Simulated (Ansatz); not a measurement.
BH5O4Si (SMILES BO[Si](O)(O)O)

Input file:

```
crystal:
  periodic: [false, false, false]
  atoms:
    - {symbol: B, position_ang: [-3.285176, 0.813889, 0.322404]}
    - {symbol: O, position_ang: [-2.234445, 1.382638, 0.954014]}
    - {symbol: O, position_ang: [0.067517, 2.519496, 1.607494]}
    - {symbol: O, position_ang: [0.184703, 0.080793, 0.595937]}
    - {symbol: O, position_ang: [-0.632748, 2.024637, -1.035175]}
    - {symbol: Si, position_ang: [-0.629753, 1.503091, 0.518969]}
    - {symbol: H, position_ang: [-4.365978, 0.872855, 0.867488]}
    - {symbol: H, position_ang: [-3.139288, 0.260425, -0.747621]}
    - {symbol: H, position_ang: [-0.478924, 3.240275, 1.933829]}
    - {symbol: H, position_ang: [0.574480, -0.135218, 1.448077]}
    - {symbol: H, position_ang: [0.174389, 1.881522, -1.537224]}
basis:
  gaussian:
    orbitals: def2-SVPD
magnetization:
  spin_polarized: false
hamiltonian:
  xc: pbe0
output:
  forces: true
  orbitals: {seedname: orbitals}
```

Command:

```sh
ansatz run input.yaml --threads 2 --pin off --max-ram 5220MiB --events-out events.jsonl --progress --plain --runs-dir runs
```

Geometry: PBE0-D4/def2-SVP.

These are results of isolated molecule in a Gaussian basis; Kohn-Sham density functional theory, functional PBE0 in Ansatz, not measurements.

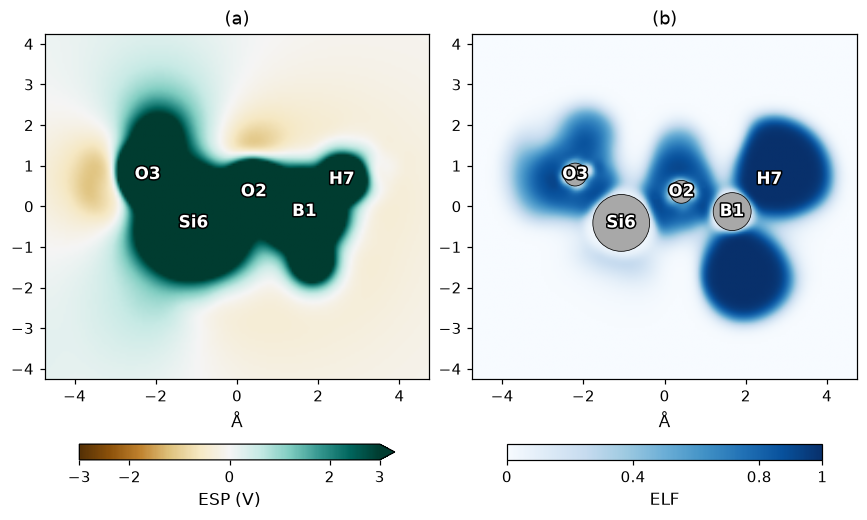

Figure 1. (a) electrostatic potential; (b) electron localisation function on the plane of atoms O2, Si6 and O3. Grey discs cover the atomic cores in the ELF map.

> Describe what can be read from this map.

The section cuts through B, O, Si and H sites. B–O (1.35 Å): the ELF peaks at about 0.90 between the atoms: a short, strongly polar bond. Si–O (1.67 Å): the ELF peaks at about 0.90 between the atoms, as expected for a shared but strongly polarised pair. B–H (1.21 Å): the ELF climbs to about 1 towards the hydrogen, as it does in any bond to H: an ordinary covalent bond to hydrogen. The ELF also peaks beside O3 and O2, away from the bonds: lone-pair regions. Outside the dense part of the molecule the potential is most negative (−1.2 V) near O3.

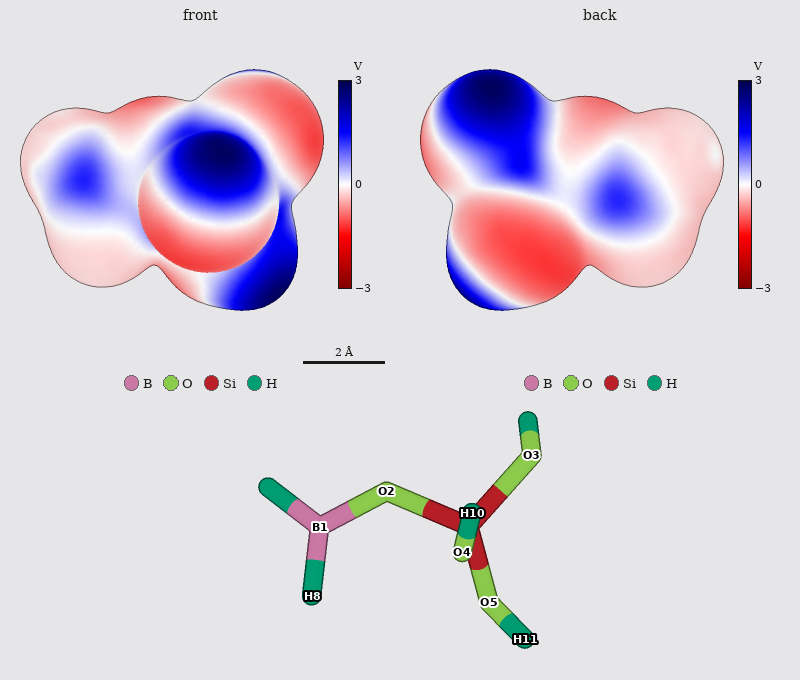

Figure 2. The electrostatic potential painted on the density surface at 0.002 e/bohr³, seen from the front and from behind; red is negative and blue positive. The bare structure is drawn below in the same view.

> Which sites attract a positive test charge, and which a negative one?

A positive charge is drawn to the negative regions and a negative charge to the positive ones. The most negative region (about −1.2 V) lies over O4 and O5, the most positive (about +2.8 V) over H9, H10 and H11.

> What dipole moment does the calculation give?

Its dipole moment is 1.66 D.

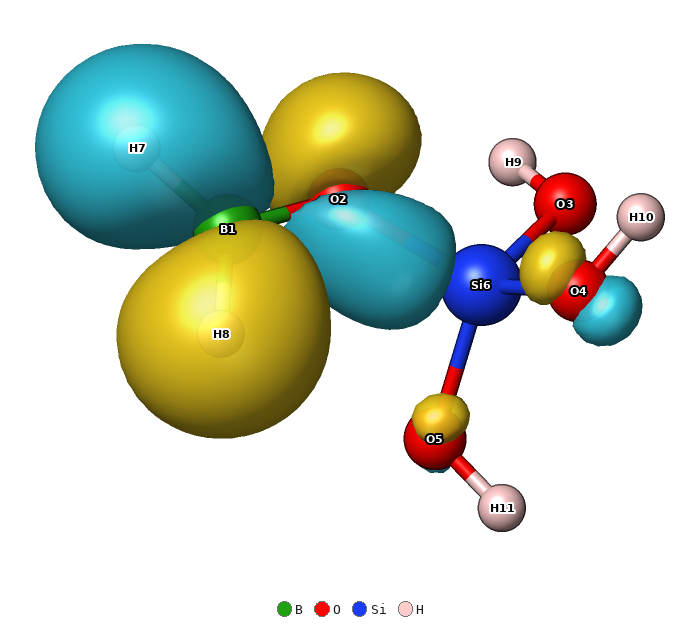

Figure 3. The HOMO at ±0.1 Å⁻³ᐟ² (yellow and cyan are the two phases), seen at an oblique angle.

> Describe this orbital and give its energy.

By Hirshfeld shares it lies mainly on B1 (about 25 %), O2 (about 25 %), H8 (about 20 %) and H7 (about 20 %). Its energy is −8.41 eV.
